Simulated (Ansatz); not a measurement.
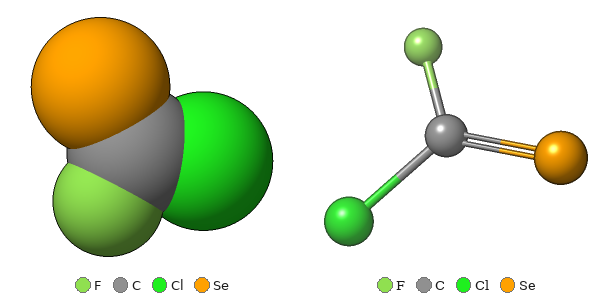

Both panels show the same species.

The geometry was computed by an optimisation with PBE0-D4/def2-TZVP.

Question: Give the formula.

Answer: CClFSe, 4 atoms: 1 carbon, 1 chlorine, 1 fluorine and 1 selenium.

Question: Count the bonded pairs by element.

Answer: 1 C–F, 1 C–Cl, 1 C–Se.

Question: How many atoms are distinct by symmetry?

Answer: 4: 1 F, 1 C, 1 Cl, 1 Se.

Question: Name some functional groups or characteristic bonds that it holds.

Answer: Among them: C–F bond, C–Cl bond.

Question: Give the symmetry (Schoenflies symbol).

Answer: Cs.

The parts below concern this one geometry. Atoms keep their numbers from picture to picture.

**Vibrations**

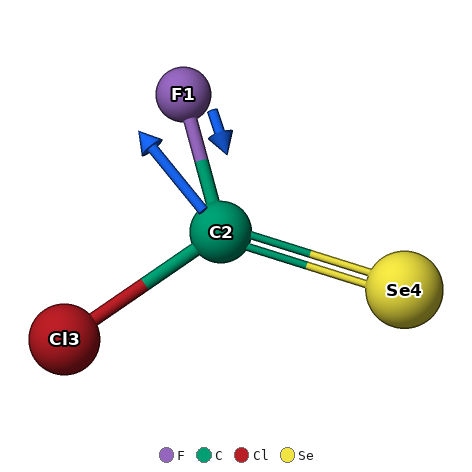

The arrows show one normal mode. Harmonic vibrations computed with RKS PBE0-D4/def2-TZVP (Ansatz 0.2.0) at a stationary point of the same level.

Question: What kind of motion is it?

Answer: Mostly C–F stretching.

Question: At what wavenumber does it lie?

Answer: 1237 cm⁻¹; it is mode 6 of 6 counted from the lowest.

**Electronic properties**

Level of theory: RKS ωB97M-V/def2-TZVPP (Ansatz 0.2.0).

What does the calculation give?

- dipole moment: 0.80 D
- HOMO energy (Kohn–Sham orbital): −9.31 eV
- LUMO energy (Kohn–Sham orbital): −0.64 eV
- HOMO–LUMO gap: 8.67 eV

**Thermal motion**

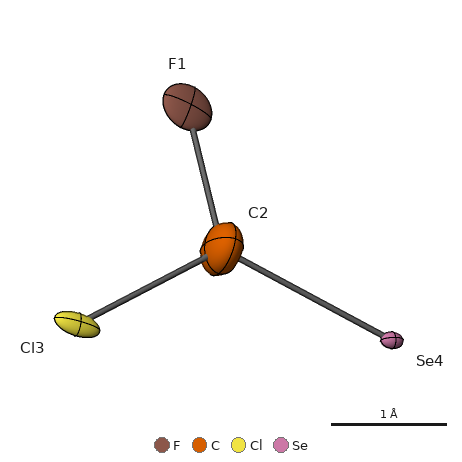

Displacement ellipsoids at the 50 % level, enlarged 3 times, from the internal vibrations of the free molecule (harmonic, no overall translation or rotation; no half-axis is drawn under 0.075 Å). Vibrations computed with RKS PBE0-D4/def2-TZVP (Ansatz 0.2.0). Temperature: 400 K.

Question: Which atom has the largest mean-square displacement?

Answer: C2, with U_eq = 0.0024 Å².

List U_eq and the three principal root-mean-square amplitudes for each kind of atom.

```
atom  U_eq (Å²)   rms amplitudes (Å)
  F1     0.0016  0.013, 0.045, 0.051
  C2     0.0024  0.035, 0.051, 0.057
 Cl3    0.00093  0.006, 0.023, 0.047
 Se4    0.00022  0.003, 0.012, 0.023
```
